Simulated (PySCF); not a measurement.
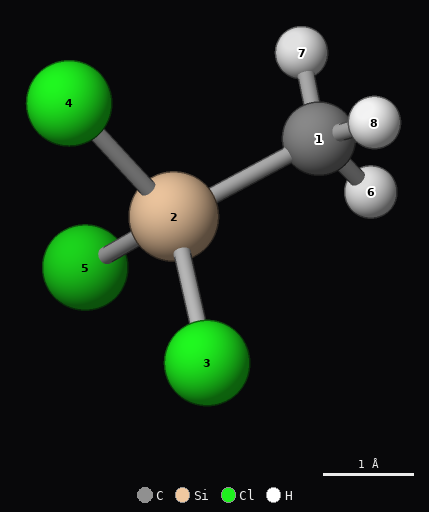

This is the input geometry for a relaxation of CH₃Cl₃Si. A ball-and-stick model, seen from a free direction.

The start comes from GFN2-xTB.

All numbers below come from PBE0-D3(BJ)/def2-SVP geometry optimisation, gas phase (PySCF).

```xyz
8

C    -1.0421   -0.1935    0.0263
Si    0.8253    0.1522   -0.0337
Cl    1.7077   -0.9545   -1.4776
Cl    1.1429    2.1099   -0.4300
Cl    1.6717   -0.3041    1.7465
H    -1.2462   -1.1961    0.3907
H    -1.5475    0.5062    0.6859
H    -1.4938   -0.1012   -0.9574
```

**Predict the outcome.**

The energy falls by 1.71 kcal/mol in 14 geometry steps. The largest force component goes from 1.6 to 0.015 eV/Å. The largest moves after the best rigid fit, 0.20 Å, are those of H6 and H7. Largest moves by element: H 0.20 Å, Cl 0.11 Å, Si 0.05 Å, C 0.01 Å. Some distances before and after: C1–Si2 1.900 → 1.847 Å, Si2–Cl3 2.022 → 2.052 Å, C1–H6 1.086 → 1.100 Å.

History of the run:

```tsv
step	E − E(0), kcal/mol	largest force component, eV/Å
0	0.00	1.6439
1	-1.57	0.3399
2	-1.66	0.0475
3	-1.67	0.0217
4	-1.68	0.0590
5	-1.70	0.1148
6	-1.69	0.1431
7	-1.69	0.0923
8	-1.71	0.0370
9	-1.70	0.0535
10	-1.71	0.0296
11	-1.71	0.0116
12	-1.71	0.0121
13	-1.71	0.0142
14	-1.71	0.0146
```

The structure at the end:

```xyz
8

C    -1.0333   -0.1925    0.0257
Si    0.7800    0.1521   -0.0312
Cl    1.6938   -1.0461   -1.4235
Cl    1.1476    2.1087   -0.5314
Cl    1.6379   -0.2084    1.7972
H    -1.2026   -1.2646    0.2067
H    -1.5025    0.3838    0.8367
H    -1.5028    0.0859   -0.9293
```

After the run, drawn alike:

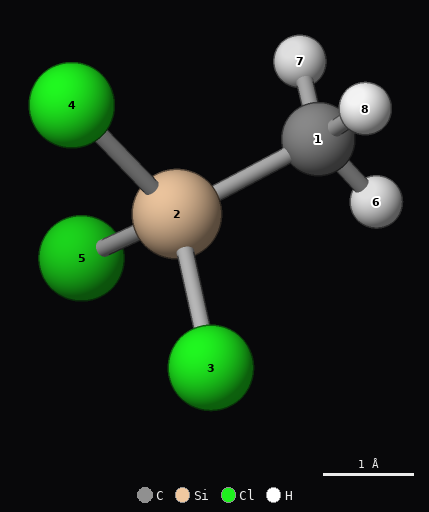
